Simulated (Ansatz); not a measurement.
Starting cell, HfSiSe (space group P4/nmm):

```
HfSiSe
1.0
    7.10378     0.00000     0.00000
    0.00000     3.55189     0.00000
    0.00000     0.00000     8.17422
Hf Si Se
4 4 4
Cartesian
  0.00000   1.77594   6.07907
  3.55189   1.77594   6.07907
  1.77594   0.00000   2.09515
  5.32783   0.00000   2.09515
  0.00000   0.00000   0.00000
  3.55189   0.00000   0.00000
  1.77594   1.77594   0.00000
  5.32783   1.77594   0.00000
  1.77594   0.00000   5.07271
  5.32783   0.00000   5.07271
  0.00000   1.77594   3.10151
  3.55189   1.77594   3.10151
```

A phonon eigenvector at X = (0.5, 0.0, 0.0) is frozen into this cell: atom i moves by Q times the vector below, so Q is the largest atomic displacement, in Å. The cell is held. It is one choice among 2 degenerate patterns. (q is in reciprocal vectors of the primitive cell; the cell shown is doubled to hold the pattern.)

| atom | x | y | z |
|---|---|---|---|
| Hf1 | 0.000 | 0.057 | 0.000 |
| Hf2 | 0.000 | -0.057 | 0.000 |
| Hf3 | 0.000 | -0.019 | 0.000 |
| Hf4 | 0.000 | 0.019 | 0.000 |
| Si5 | 0.000 | -1.000 | 0.000 |
| Si6 | 0.000 | 1.000 | 0.000 |
| Si7 | 0.000 | 0.333 | 0.000 |
| Si8 | 0.000 | -0.333 | 0.000 |
| Se9 | 0.000 | -0.010 | 0.000 |
| Se10 | 0.000 | 0.010 | 0.000 |
| Se11 | 0.000 | 0.031 | 0.000 |
| Se12 | 0.000 | -0.031 | 0.000 |

Level of theory: LDA (plane waves to 420 eV, PAW, scalar-relativistic; Ansatz, a program for electronic structure). k mesh 7×13×6 (Γ-centred), Fermi-Dirac smearing 0.05 eV. E stands for the smeared free energy. With partly filled bands, energies and forces of such displacements shift with the k mesh and the smearing. HfSiSe is run without spin polarisation. HfSiSe was relaxed with its symmetry unable to fall. Spin-orbit coupling is left out, though Hf is heavy. The zero of ΔE is the undisplaced structure.

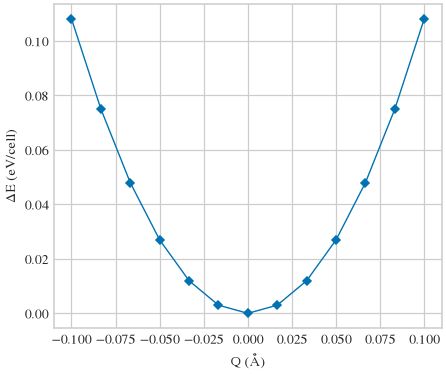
Figure: ΔE (eV/cell) against Q (Å); computed points joined by lines.

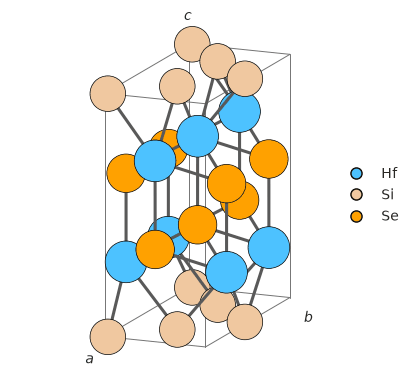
Figure: The cell of the calculation at Q = -0.100 Å.

The energy at Q = 0.100 Å is 108 meV/cell. Harmonic wavenumber from the curvature (finite differences): 303 cm⁻¹. Shape of the curve: a single well with its minimum at or next to zero displacement. Wavenumber by perturbation theory (DFPT, on another k mesh): 303 cm⁻¹. Space group of the distorted cell: Pc (No. 7), lowered from P4/nmm.

E″ = 21.57 eV/Å², M = Σ mᵢ|uᵢ|² = 63.9 u, ν̃ = 521.5·√(|E″|/M).

(A displaced cell: forces are minus the slopes of the energy, force constants its curvatures, and phonons follow from these.)
